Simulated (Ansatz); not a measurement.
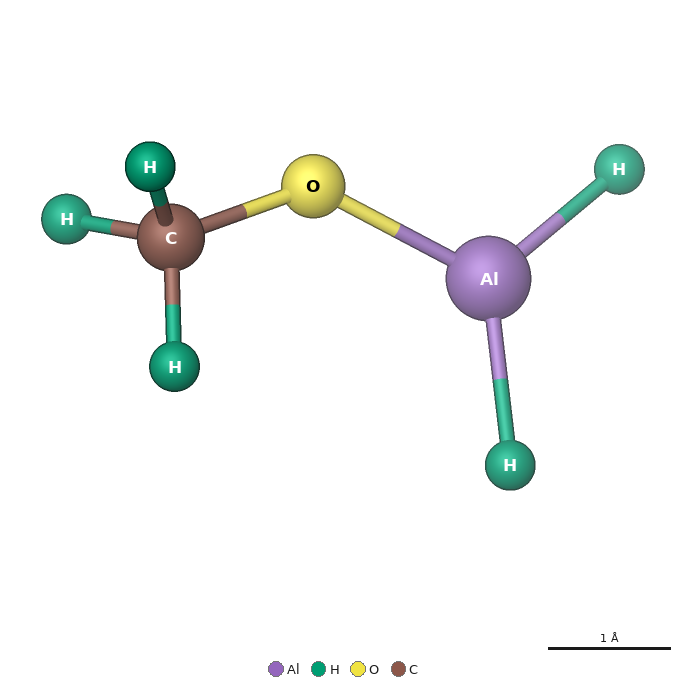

Depth is shown by fading: the farther an atom, the more it takes the colour of the background. The computed structure is the end point of a PBE0-D4/def2-TZVP optimisation. Masses are those of the most abundant isotopes; constants are for the rigid equilibrium geometry.

### What kind of rotor is it, and what are its rotational constants in MHz?

An asymmetric top (Cs): A = 46178, B = 5330, C = 4926 MHz. Ray's parameter κ is −0.98, close to the prolate limit.
